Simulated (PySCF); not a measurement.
**Frequency calculation of CoNCl$_{2}$**

- system: CoNCl$_{2}$
- method: RKS-based PBE0, Co def2-TZVP, N def2-TZVP, Cl def2-TZVP; non-relativistic Hamiltonian; density fitting (PySCF 2.14.0)

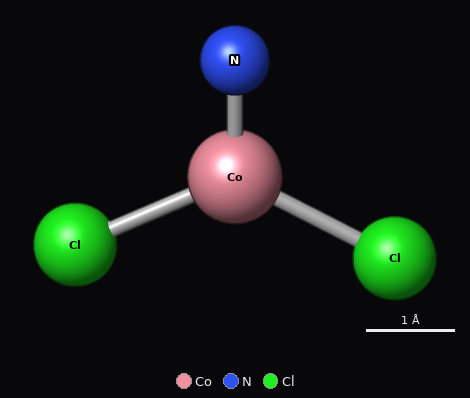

**Figure 1.** The structure as given in the input (ball-and-stick view, seen at a tilt). Sticks mark near contacts.

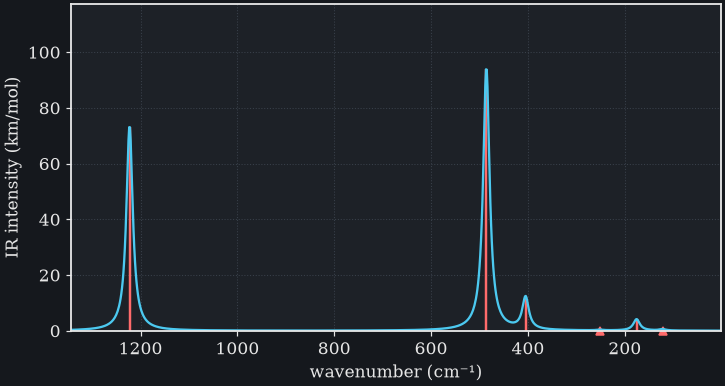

**Figure 2.** Harmonic infrared spectrum, unscaled: sticks (degenerate modes added up, dark ones marked on the axis) with a Lorentzian envelope of 16 cm⁻¹ full width, scaled to the tallest stick. 6 modes from 122 to 1223 cm⁻¹, none imaginary. The strongest line is at 486 cm⁻¹ (94 km/mol). All modes, in cm⁻¹ (km/mol): 122 (0.5), 176 (4.1), 251 (0.2), 405 (11.5), 486 (94), 1223 (73).

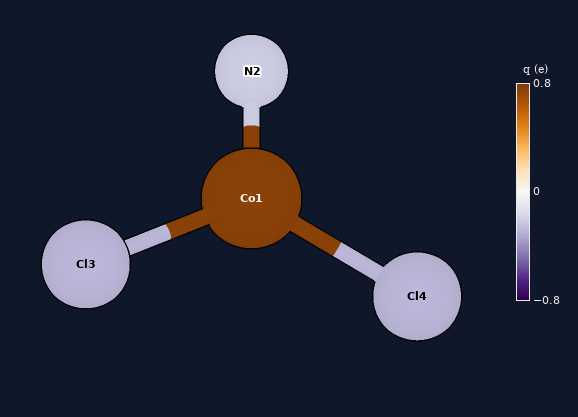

**Figure 3.** Mulliken charges, as the colour of each atom (ball-and-stick view, seen at a tilt; atoms are numbered from 1 in the order of the input). By element: Co +0.76, N −0.20 and Cl −0.28 e.

These pictures come from the run below.

Input:
```python
from pyscf import gto, scf, dft
mol = gto.M(atom='''
Co    -0.255525     0.000000    -0.184934
N     -1.433121     0.000000    -1.037209
Cl    -0.574725     0.000000     1.851588
Cl     1.579247     0.000000    -1.124574''',
    basis={'Co': 'def2-TZVP', 'N': 'def2-TZVP', 'Cl': 'def2-TZVP'},
    charge=0, spin=0)
mf = dft.RKS(mol, xc='PBE0')
mf.grids.atom_grid = (75, 302)
aux = {'Co': 'def2-universal-JKFIT', 'N': 'def2-universal-JKFIT', 'Cl': 'def2-universal-JKFIT'}
mf = mf.density_fit(auxbasis=aux)
mf.conv_tol = 1e-09
mf.diis_space = 10
mf.max_cycle = 60
mf.verbose = 4
mf.kernel()
```

The script is an equivalent of the set-up of the self-consistent field. The run itself was carried out by a driver, which started from the orbitals of the step before it where there was one and computed the further properties.

Run as:
```bash
OMP_NUM_THREADS=4 python axn.py task.json out
```

The program's output:
```
init E= -2357.33468508556
  HOMO = -0.317794902855563  LUMO = -0.185007201917889  gap/eV = 3.61334
cycle= 1 E= -2357.33468508471  delta_E= 8.52e-10  |g|= 9.09e-05  |ddm|= 2.51e-05
  HOMO = -0.317806357378445  LUMO = -0.185018118106141  gap/eV = 3.61335
cycle= 2 E= -2357.33468503877  delta_E= 4.59e-08  |g|= 0.000665  |ddm|= 0.000181
  HOMO = -0.317796219577879  LUMO = -0.185009593572644  gap/eV = 3.61331
cycle= 3 E= -2357.33468508556  delta_E= -4.68e-08  |g|= 9.87e-06  |ddm|= 0.000161
  HOMO = -0.317796291135007  LUMO = -0.185008824396413  gap/eV = 3.61333
cycle= 4 E= -2357.33468508557  delta_E= -1.91e-11  |g|= 9e-07  |ddm|= 6.62e-06
  HOMO = -0.317796190236121  LUMO = -0.185008753236884  gap/eV = 3.61333
Extra cycle  E= -2357.33468508558  delta_E= -9.09e-13  |g|= 5.69e-06  |ddm|= 2.32e-06
converged SCF energy = -2357.33468508558
```

Results in brief:

| quantity | value |
| --- | --- |
| outcome | converged |
| total energy | −2357.334685 hartree |
| HOMO | −8.65 eV |
| LUMO | −5.03 eV |
| zero-point energy | 0.006066 hartree |
| dipole moment | 1.31 D |
| wavenumbers, lowest and highest | 122 and 1223 cm⁻¹ |
| hardware | 4 threads of Arm Neoverse V1, 24 GiB of memory available, shared host |
| wall time | 50 s (CPU time 2.7 min) |
| peak memory | 1.5 GiB |
